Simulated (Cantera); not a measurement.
Charge: 1 mol SiC, 0.63 mol H₂O, 45 mol H₂, equilibrated at 0.0490 bar.

Equilibrium computed with Cantera from the NASA thermochemical tables; the gas is ideal and each condensed phase is pure. Candidate condensed phases: C, C₆H₆, C₇H₈, C₈H₁₈, H₂O, Si, SiC, SiO₂; 123 gas species. Mutual solubility and eutectic melting of coexisting phases are not modelled. The tables hold silica as quartz up to 1696 K and as liquid above; real silica turns to tridymite and cristobalite and melts near 1996 K. Gases not in the tables: Si₂H₆ and higher silanes. Rates play no part.

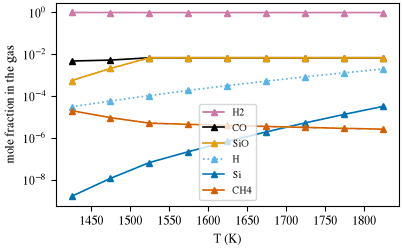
*Equilibrium gas composition (values under 1e-9 drawn at 1e-9)*

Read off the mole fractions at 1625 K.

H₂ about 0.99, SiO about 0.0068, CO about 0.0068, H about 0.00032, CH₄ about 3.9e-6, Si about 6.8e-7.
